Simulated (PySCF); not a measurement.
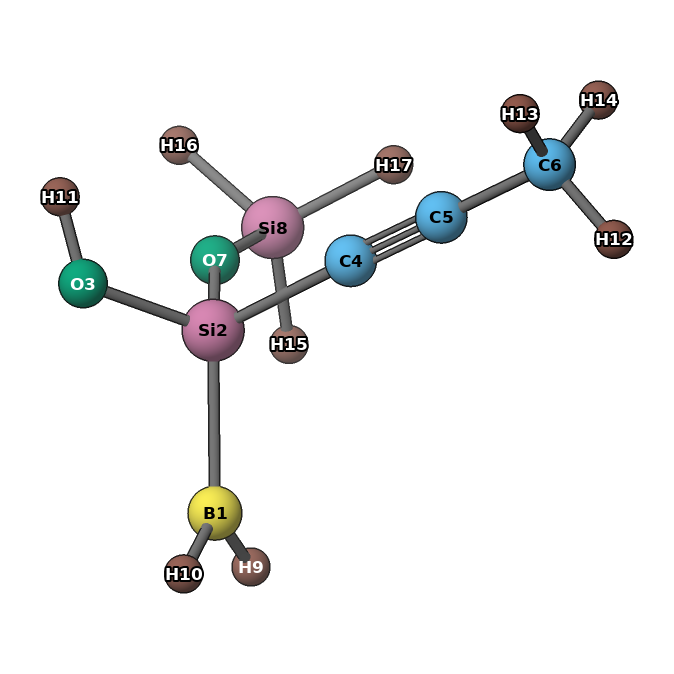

Computed geometry: GFN2-xTB optimisation. No frequency run is at hand to confirm it as a minimum. Electric field gradients from the ground-state density, PBE0/pcSseg-1 (PySCF 2.14.0), non-relativistic apart from any core potentials.

Give the largest field-gradient component, the quadrupole coupling constant and the asymmetry for 11B at B1 (Q = 40.59 mb), 17O at O3 (Q = −25.6 mb), 17O at O7 (Q = −25.6 mb), 2H at H9 (Q = 2.86 mb), 2H at H10 (Q = 2.86 mb), 2H at H11 (Q = 2.86 mb), 2H at H12 (Q = 2.86 mb).

```tsv
atom	V_zz (a.u.)	e²qQ/h (MHz)	η
B1	0.691	6.59	0.01
O3	1.542	−9.28	0.40
O7	1.069	−6.43	0.16
H9	0.242	0.163	0.17
H10	0.243	0.164	0.17
H11	0.508	0.341	0.05
H12	0.308	0.207	0.02
```

The geometry is semi-empirical. Around B, Si such bond lengths and angles can be off by a tenth of an ångström or more and by several degrees, and values that hang on the shape move with them.
